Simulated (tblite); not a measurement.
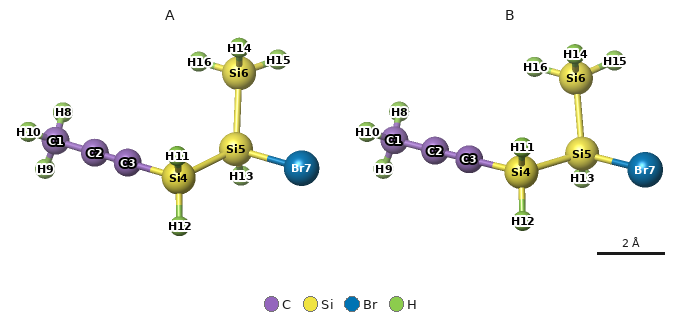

Two geometries of C₃H₉BrSi₃, drawn at one scale. One is the start of a relaxation, the other its converged end. The picture is a ball-and-stick view, seen at a tilt.

Method: GFN2-xTB geometry optimisation, gas phase in tblite. 

**Which geometry has the lower energy?**

Structure A is the relaxed one. Over 64 geometry steps the energy falls by 0.228 eV. The largest move after the best rigid fit is that of H11, 0.32 Å. Largest moves by element: H 0.32 Å, Si 0.23 Å, C 0.14 Å, Br 0.12 Å. Among the contacts that change: Si5–Br7 2.217 → 2.279 Å, Si4–Si5 2.286 → 2.333 Å, Si4–H12 1.501 → 1.468 Å, Si5–Si6 2.294 → 2.321 Å. Bond angles that change, for instance: Si4–Si5–Si6 104.7° → 119.9°, Br7–Si5–H13 107.9° → 98.1°, C3–Si4–Si5 110.4° → 103.7°.
